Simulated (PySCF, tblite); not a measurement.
# C4H9Si radical: geometry, infrared bands and EPR parameters

What infrared bands and EPR parameters should C4H9Si radical (`C=C(C)[SiH]C`) show?

Computed with tblite 0.8.0 and PySCF 2.14.0, with density-fitted response routines of our own, on a single molecule in the gas phase. Atoms count from 0, in the outputs and in this text.

**1. Starting geometry**

14 atoms, charge 0, multiplicity 2; geometry from: force field or distance geometry start.

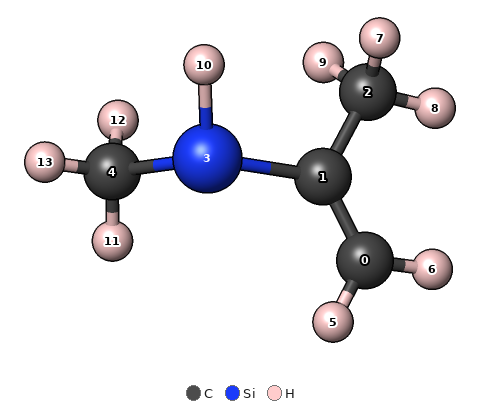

As it starts; carbon dark grey, silicon blue, hydrogen pink, atoms numbered.

**2. Optimising the geometry with GFN2-xTB**

Job settings and geometry (Å):

```
{"job": {"kind": "relax", "xc": "GFN2-xTB", "basis": "xTB"}, "charge": 0, "multiplicity": 2}
C      1.757900    -0.696300    -0.696000
C      0.849500    -0.004600     0.028300
C      0.958400     1.477700     0.227100
Si    -0.582300    -0.837100     0.877600
C     -2.087700    -0.862900    -0.179000
H      1.687500    -1.769800    -0.841200
H      2.580500    -0.185800    -1.186300
H      1.069500     1.743300     1.287000
H      1.817300     1.897000    -0.304800
H      0.051900     1.981900    -0.160800
H     -0.870900    -0.145500     2.161200
H     -1.901500    -1.390800    -1.125400
H     -2.414900     0.156600    -0.421500
H     -2.915800    -1.364200     0.311500
```

Command:

```sh
$ OMP_NUM_THREADS=1 python probes_run.py task.json out
```

The driver reads the jobs from task.json and runs them one after another.

Output:

```text
step      E/eV     max force
  0    -401.94241    1.503
  1    -401.99888    0.993
  2    -402.01361    0.259
  3    -402.01901    0.222
  4    -402.02649    0.127
  5    -402.02798    0.096
  6    -402.02948    0.076
  7    -402.02997    0.063
  8    -402.03055    0.057
  9    -402.03099    0.049
 10    -402.03137    0.044
 11    -402.03164    0.035
 12    -402.03189    0.045
 13    -402.03218    0.059
 14    -402.03250    0.052
 15    -402.03274    0.031
 16    -402.03290    0.032
 17    -402.03305    0.040
 18    -402.03323    0.050
 19    -402.03345    0.049
 20    -402.03373    0.045
 21    -402.03404    0.062
 22    -402.03445    0.086
 23    -402.03500    0.096
 24    -402.03575    0.080
 25    -402.03668    0.086
 26    -402.03784    0.094
 27    -402.03937    0.157
 28    -402.04144    0.200
 29    -402.04420    0.195
 30    -402.04789    0.175
 31    -402.05166    0.151
 32    -402.05581    0.212
 33    -402.06080    0.252
 34    -402.06696    0.202
 35    -402.07276    0.227
 36    -402.06025    0.617
 37    -402.08022    0.232
 38    -402.08448    0.221
 39    -402.09658    0.264
 40    -402.10171    0.135
 41    -402.10484    0.127
 42    -402.11034    0.136
 43    -402.11329    0.138
 44    -402.11710    0.175
 45    -402.12058    0.151
 46    -402.12450    0.153
 47    -402.12734    0.138
 48    -402.13001    0.157
 49    -402.13264    0.126
 50    -402.13651    0.129
 51    -402.13799    0.111
 52    -402.13999    0.099
 53    -402.14200    0.124
 54    -402.14453    0.108
 55    -402.14637    0.107
 56    -402.14747    0.079
 57    -402.14825    0.065
 58    -402.14896    0.067
 59    -402.14958    0.063
 60    -402.15019    0.077
 61    -402.15086    0.085
 62    -402.15167    0.074
 63    -402.15251    0.076
 64    -402.15321    0.072
 65    -402.15381    0.060
 66    -402.15436    0.065
 67    -402.15477    0.055
 68    -402.15506    0.041
 69    -402.15530    0.039
 70    -402.15562    0.060
 71    -402.15605    0.074
 72    -402.15653    0.062
 73    -402.15695    0.058
 74    -402.15728    0.052
 75    -402.15757    0.046
 76    -402.15785    0.044
 77    -402.15808    0.031
 78    -402.15825    0.038
 79    -402.15843    0.041
 80    -402.15869    0.043
 81    -402.15904    0.044
 82    -402.15940    0.039
 83    -402.15966    0.030
 84    -402.15980    0.024
 85    -402.15990    0.020
 86    -402.15999    0.019
 87    -402.16008    0.023
 88    -402.16014    0.027
 89    -402.16018    0.031
 90    -402.16023    0.027
 91    -402.16030    0.024
 92    -402.16040    0.028
 93    -402.16051    0.026
 94    -402.16063    0.024
 95    -402.16076    0.029
 96    -402.16090    0.030
 97    -402.16106    0.029
 98    -402.16120    0.032
 99    -402.16133    0.031
100    -402.16147    0.030
101    -402.16166    0.037
102    -402.16193    0.047
103    -402.16232    0.052
104    -402.16291    0.066
105    -402.16312    0.159
106    -402.16435    0.071
107    -402.16502    0.063
108    -402.16578    0.086
109    -402.16599    0.052
110    -402.16649    0.049
111    -402.16686    0.049
112    -402.16703    0.034
113    -402.16715    0.037
114    -402.16724    0.028
115    -402.16729    0.061
116    -402.16745    0.025
117    -402.16758    0.030
118    -402.16768    0.018
119    -402.16771    0.013
120    -402.16774    0.012
121    -402.16776    0.018
122    -402.16778    0.014
123    -402.16780    0.014
124    -402.16786    0.019
125    -402.16789    0.020
126    -402.16793    0.015
127    -402.16794    0.010
128    -402.16795    0.005
```

Wall time 1.1 s (1 thread of Arm Neoverse N1, shared host).

Relaxation path: (not every step is listed)

| step | energy from step 0 (eV) | largest force (eV/Å) |
| --- | --- | --- |
| 0 | 0.0000 | 1.5034 |
| 1 | -0.0565 | 0.9928 |
| 2 | -0.0712 | 0.2589 |
| 3 | -0.0766 | 0.2216 |
| 4 | -0.0841 | 0.1266 |
| 5 | -0.0856 | 0.0961 |
| 6 | -0.0871 | 0.0756 |
| 7 | -0.0876 | 0.0631 |
| 8 | -0.0881 | 0.0572 |
| 19 | -0.0910 | 0.0487 |
| 30 | -0.1055 | 0.1754 |
| 41 | -0.1624 | 0.1271 |
| 52 | -0.1976 | 0.0991 |
| 63 | -0.2101 | 0.0758 |
| 74 | -0.2149 | 0.0519 |
| 85 | -0.2175 | 0.0201 |
| 96 | -0.2185 | 0.0303 |
| 107 | -0.2226 | 0.0626 |
| 118 | -0.2253 | 0.0185 |
| 123 | -0.2254 | 0.0137 |
| 124 | -0.2255 | 0.0186 |
| 125 | -0.2255 | 0.0195 |
| 126 | -0.2255 | 0.0148 |
| 127 | -0.2255 | 0.0102 |
| 128 | -0.2255 | 0.0046 |

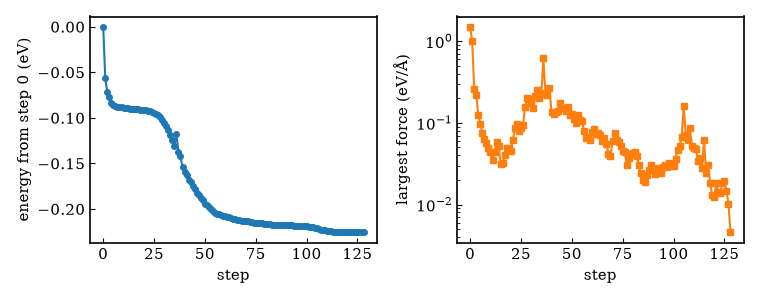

Energy and largest force along the relaxation.

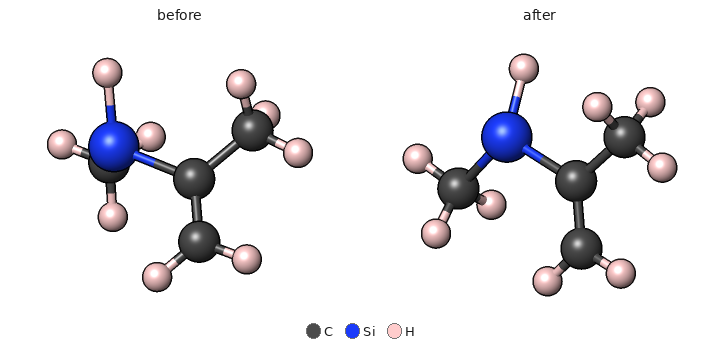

The geometry before (left) and after (right).

Close pairs (by a distance rule), those that changed most:

| bond | before (Å) | after (Å) | change (Å) |
| --- | --- | --- | --- |
| Si3–C4 | 1.839 | 1.894 | +0.055 |
| Si3–H10 | 1.486 | 1.462 | -0.024 |
| C2–H9 | 1.107 | 1.089 | -0.018 |
| C0–C1 | 1.352 | 1.338 | -0.014 |
| C4–H11 | 1.100 | 1.086 | -0.014 |
| C4–H12 | 1.098 | 1.088 | -0.010 |
| C2–H7 | 1.098 | 1.089 | -0.009 |
| C0–H5 | 1.086 | 1.077 | -0.009 |

The end geometry stands in the next job.

**3. Infrared spectrum with GFN2-xTB**

Job settings and geometry (Å):

```
{"job": {"kind": "ir", "xc": "GFN2-xTB", "basis": "xTB"}, "charge": 0, "multiplicity": 2}
C      1.225415    -0.361352    -1.046329
C      0.710573     0.316842    -0.014568
C      1.444286     1.489755     0.571413
Si    -0.866361    -0.185412     0.828537
C     -1.996271    -1.380863    -0.111317
H      0.721566    -1.206314    -1.484438
H      2.163946    -0.083069    -1.500443
H      1.694839     1.302029     1.614356
H      2.363267     1.688573     0.023483
H      0.820795     2.382421     0.539630
H     -1.582030     0.913696     1.475054
H     -1.481792    -2.301402    -0.370092
H     -2.355855    -0.932254    -1.035155
H     -2.863057    -1.643123     0.487704
```

Output:

```text
mode    cm-1     km/mol
  1      63.2      0.26
  2      94.0      0.38
  3     101.9      0.50
  4     135.3      0.94
  5     280.5      2.45
  6     329.7     17.02
  7     385.5      4.46
  8     406.5     19.50
  9     616.0     61.66
 10     652.6     11.34
 11     655.0     15.64
 12     784.4     78.01
 13     818.7     15.68
 14     839.3     76.73
 15     852.8     43.53
 16     957.9      2.94
 17    1003.7      2.27
 18    1037.6      2.07
 19    1220.1     13.67
 20    1366.6      2.46
 21    1401.5      1.47
 22    1419.9      6.54
 23    1486.2      6.29
 24    1487.2      0.24
 25    1490.0      2.58
 26    1493.9      1.39
 27    1608.4     55.32
 28    2262.2    321.90
 29    3001.1     35.59
 30    3003.1     17.23
 31    3015.1     28.17
 32    3024.3     30.64
 33    3041.4     27.84
 34    3043.6      9.87
 35    3075.3     30.11
 36    3110.2     52.79
```

Run time: 0.55 s. Hardware: 1 thread of Arm Neoverse N1, shared host.

Which atoms move in the most intense modes:

| cm⁻¹ | km/mol | atoms |
| --- | --- | --- |
| 616 | 61.7 | H10 77 % |
| 784 | 78.0 | Si3 39 %, C4 37 %, H11 11 % |
| 839 | 76.7 | H11 33 %, H13 24 %, C4 15 % |
| 853 | 43.5 | H6 37 %, H5 33 %, C0 22 % |
| 1608 | 55.3 | C1 47 %, C0 41 % |
| 2262 | 321.9 | H10 97 % |
| 3001 | 35.6 | H9 62 %, H7 29 % |
| 3110 | 52.8 | H5 84 % |

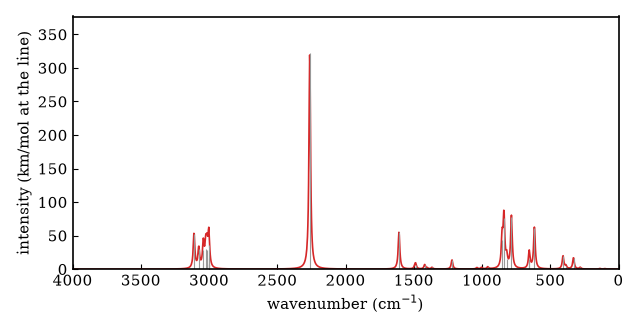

The infrared spectrum from these modes, unscaled. Lines are broadened to a width of 14 cm⁻¹ (Lorentzian).

**4. g tensor and hyperfine couplings: B3LYP/pcH-1**

Settings changed since step 3:

```diff
@@ -1,2 +1,2 @@
-{"job": {"kind": "ir", "xc": "GFN2-xTB", "basis": "xTB"}, "charge": 0, "multiplicity": 2}
+{"job": {"kind": "epr", "basis": "pcH-1"}, "charge": 0, "multiplicity": 2}
 C      1.225415    -0.361352    -1.046329
```

Method: UKS B3LYP, pcH-1 on C H Si, non-relativistic, mean-field spin-orbit, GIAO.

Output:

```text
UKS, coarse grid
  cycle   1  E = -447.23006772  |g| = 3.82e-01
  cycle   2  E = -447.16923841  |g| = 5.00e-01
  cycle   3  E = -447.30727187  |g| = 4.54e-02
  cycle   4  E = -447.30805916  |g| = 3.50e-02
  cycle   5  E = -447.30874471  |g| = 9.13e-03
  cycle   6  E = -447.30878679  |g| = 4.46e-03
  cycle   7  E = -447.30879990  |g| = 1.26e-03
  cycle   8  E = -447.30880142  |g| = 5.14e-04
UKS, final grid
  cycle   1  E = -447.30880806  |g| = 5.93e-04
  cycle   2  E = -447.30880792  |g| = 8.76e-04
  cycle   3  E = -447.30880832  |g| = 1.55e-04
  cycle   4  E = -447.30880834  |g| = 7.80e-05
  cycle   5  E = -447.30880836  |g| = 4.81e-05
  cycle   6  E = -447.30880837  |g| = 7.76e-06
E = -447.30880837 Eh   <S^2> = 0.7575 (exact 0.7500)
g shifts (ppm)      1          2          3
  rmc          -130       -130       -130
  gc              4         51         46
  oz_so         -31       1152       2083
  total        -157       1072       1999
hyperfine (MHz)  atom isotope    a_iso     a_fc   dipolar eigenvalues
    0   13C      17.91      17.94    -16.46    -15.37     31.83
    1   13C       0.67       0.66    -14.16      4.29      9.87
    2   13C       2.07       2.07     -0.58      0.09      0.49
    3  29Si    -351.20    -352.22   -166.07     82.84     83.23
    4   13C      12.86      12.83     -2.67     -2.38      5.05
    5    1H     -11.49     -11.49     -4.98     -1.43      6.40
    6    1H     -11.32     -11.32     -8.29     -0.59      8.88
    7    1H      -8.36      -8.36     -2.29     -1.61      3.90
    8    1H      -1.25      -1.25     -1.28     -0.50      1.79
    9    1H      -6.29      -6.29     -1.55     -1.21      2.75
   10    1H      16.50      16.47    -10.29      1.50      8.79
   11    1H       9.91       9.91     -3.34     -2.61      5.95
   12    1H      58.73      58.73     -3.25     -0.16      3.41
   13    1H       2.33       2.32     -3.50     -2.22      5.72
```

Run time: 76 s. Hardware: 1 thread of Arm Neoverse N1, shared host; peak memory 0.85 GiB.

Principal g values 2.00216, 2.00339, 2.00432; g(iso) = 2.00329, against 2.00232 for a free electron.

Mean a(iso) over the nuclei that a row names, and the largest dipolar term of the row (other rows stand at the frozen geometry):

| nuclei | isotope | a(iso) (MHz) | a(iso) (G, at g = 2.0023) | largest dipolar term (MHz) |
| --- | --- | --- | --- | --- |
| Si3 | 29Si | -351.2 | -125.3 | -166.1 |
| H11, H12, H13 | 1H | 23.7 | 8.4 | 5.9 |
| C0 | 13C | 17.9 | 6.4 | 31.8 |
| H10 | 1H | 16.5 | 5.9 | -10.3 |
| C4 | 13C | 12.9 | 4.6 | 5.0 |
| H5 | 1H | -11.5 | -4.1 | 6.4 |
| H6 | 1H | -11.3 | -4.0 | 8.9 |
| H7, H8, H9 | 1H | -5.3 | -1.9 | 3.9 |
| C2 | 13C | 2.1 | 0.7 | -0.6 |
| C1 | 13C | 0.7 | 0.2 | -14.2 |

Mulliken spin populations:

C0 0.21; C1 -0.11; C2 0.01; Si3 0.92; C4 -0.02; H5 -0.01; H6 -0.01; H7 0.00; H8 0.00; H9 0.00; H10 -0.01; H11 0.00; H12 0.02; H13 0.00

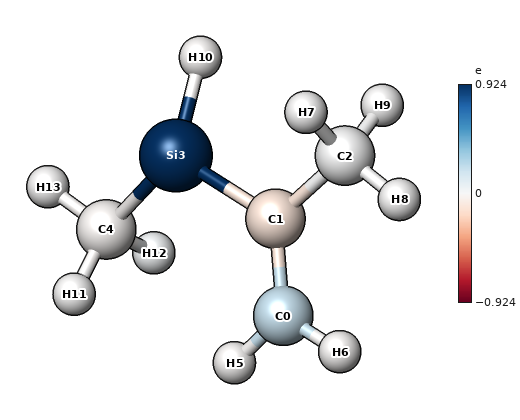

Mulliken spin populations, as colours on the atoms.

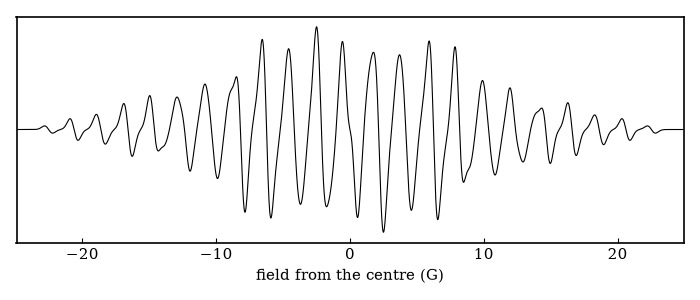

First-order isotropic spectrum (first derivative, main isotopes with spin only, couplings over 0.8 MHz, Gaussian width 0.3 G; couplings of the frozen geometry, rotation of groups not averaged beyond the rows shown).

The fields below are evaluated on a grid from the run's orbitals.

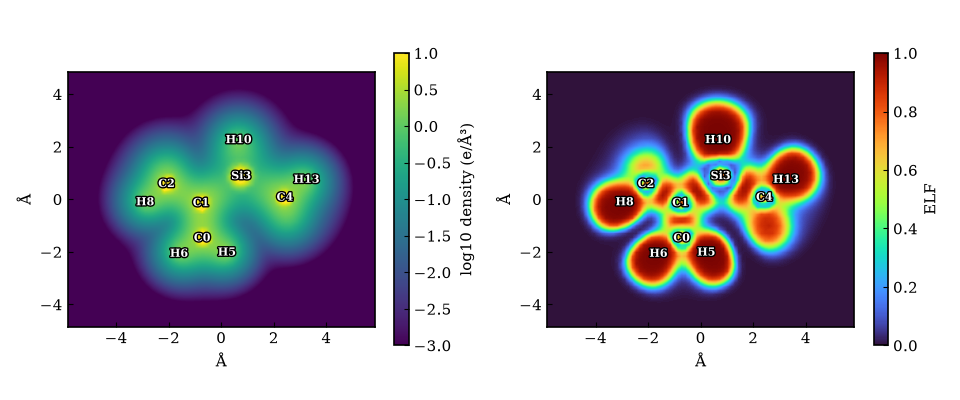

Density (left) and ELF (right) in a plane through or near 10 of the atoms.

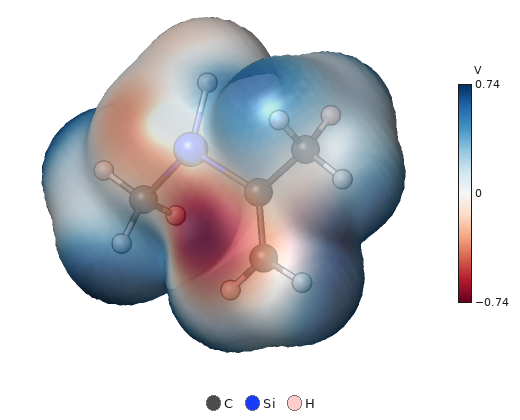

The potential that a unit positive charge feels on the 0.002 e/bohr³ surface, from -0.62 V near C0 to 0.74 V near H5.

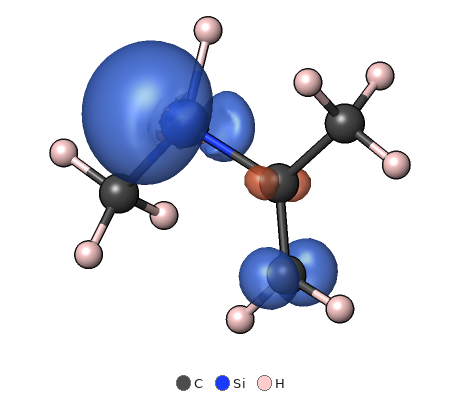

Spin density at ±0.05 e/Å³ (alpha excess blue, beta excess red).

**5. Outcome**

```
                                 quantity                    value
strongest single infrared mode (GFN2-xTB)    2262 cm⁻¹, 322 km/mol
             zero-point energy (GFN2-xTB)            70.9 kcal/mol
                           g(iso) (B3LYP)                  2.00329
                                     ⟨S²⟩       0.757 (exact 0.75)
       largest a(iso) (averaged by class)  29Si on Si3, -351.2 MHz
    surface potential, least and greatest       -0.62 V and 0.74 V
```

In words: Over 128 steps the energy fell by 0.226 eV; of the close pairs, Si3–C4 changed most, 1.839 to 1.894 Å. All 36 modes are real, so the xTB geometry is a minimum. The strongest single mode, at 2262 cm⁻¹, moves mainly H10. Unscaled tight-binding wavenumbers are off by several per cent, some by more. Its intensities can rank the bands wrongly. Si3 carries the largest spin population, 0.92 e. The isotropic g lies 1.0 ppt above the free-electron value.
